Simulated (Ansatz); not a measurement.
## Electronic structure of WSe in real space

The calculation's input:

```
crystal:
  lattice:
    - [0.0, 3.1194900124, 3.1194900124]
    - [3.1194900124, 0.0, 3.1194900124]
    - [3.1194900124, 3.1194900124, 0.0]
  atoms:
    - { symbol: W, position: [0.0, 0.0, 0.0], spin: 3.25 }
    - { symbol: Se, position: [0.25, 0.25, 0.25], spin: -0.37 }
basis:
  ecutwfc: 420
kpoints:
  mp_grid: { grid: [12, 12, 12] }
hamiltonian:
  xc: pbe
  hubbard: { sites: [{ species: W, l: d, u_eff: 6.2 }] }
scf:
  occupations: { method: gaussian, width: 0.1 }
output:
  forces: true
  stress: true
  eigenvalues: true
  populations: true
  write_density: true
  write_potential: true
  elf: true
  volumetric_format: npy
magnetization:
  spin_polarized: true
relax:
  adjacent_minimum: "off"
  f_tol: 0.01
  max_steps: 80
  cell: { stress_tol: 0.05 }
```

Launched as:

```sh
ansatz run input.yaml --threads 1 --pin off --max-ram 2560MiB --backend cpu --events-out ev --progress --plain --runs-dir out
```

Below, planes, directions and counts refer to the conventional cell (a = 6.25 Å, b = 6.25 Å, c = 6.25 Å, α = 90.00°, β = 90.00°, γ = 90.00°).

Space group F-43m; started from the zinc blende prototype, which need not be the ambient phase; Hubbard U of 6.2 eV on W d only; spin-polarised.

Theory: DFT PBE+U, scalar-relativistic, plane waves, PAW (Ansatz).

The density is the valence pseudo-density of a PAW calculation; it isn't the true density close to the nuclei.

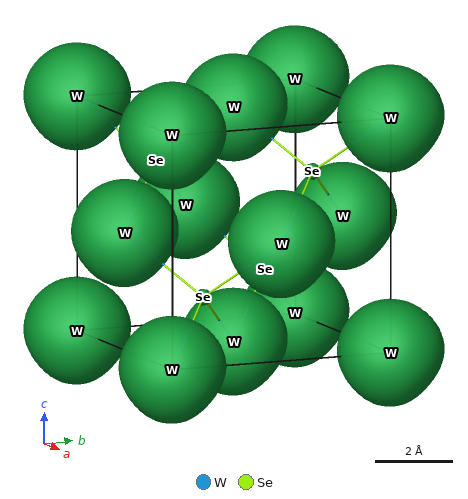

Figure 1. Isosurface of the spin density (up minus down) at +0.1 e/Å³ (green), seen slightly off an axis. Sticks mark near contacts.

### Describe the spin distribution.

The spin density sits on W: +3.0 μB (×4) in one cell of 8 atoms, with smaller moments on other sites: Se (up to −0.34 μB): parallel main moments (a ferromagnetic arrangement) in this solution. The cell of the calculation (2 atoms) carries 4.0 μB of net spin moment.

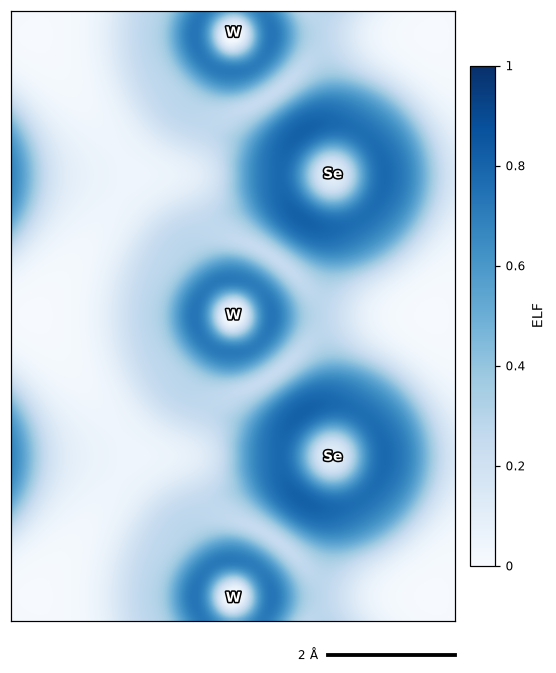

Figure 2. ELF on the (011) plane of the conventional cell.

### Describe what can be read from this map.

- Atoms in the plane: W and Se.
- W–Se (2.70 Å): the ELF is about 0.45 at the midpoint.
- The features right at W lie inside the PAW spheres, where the map follows smoothed inner orbitals and isn't to be read closely.

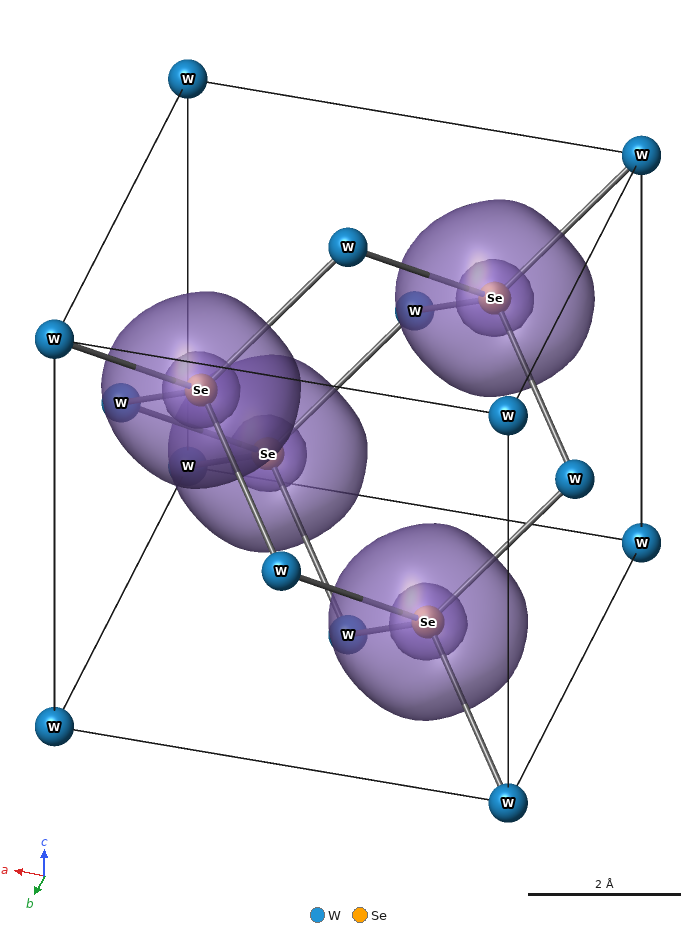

Figure 3. Isosurface of the ELF at 0.6 (purple), seen at an oblique angle. Core shells and regions of very low density are left out. Sticks mark near contacts.

### Identify the bonds, lone pairs and shells in this picture.

At this value the surface marks out four regions wrapped around Se (the valence shell of each), counted in one cell of 8 atoms. Regions shared between cells count once.

### Does the calculation make it a metal, or give it a gap?

It is metallic or semimetallic at this level of theory: no gap opens; semilocal functionals without U, or without the true magnetic order, often close the gap of such compounds.
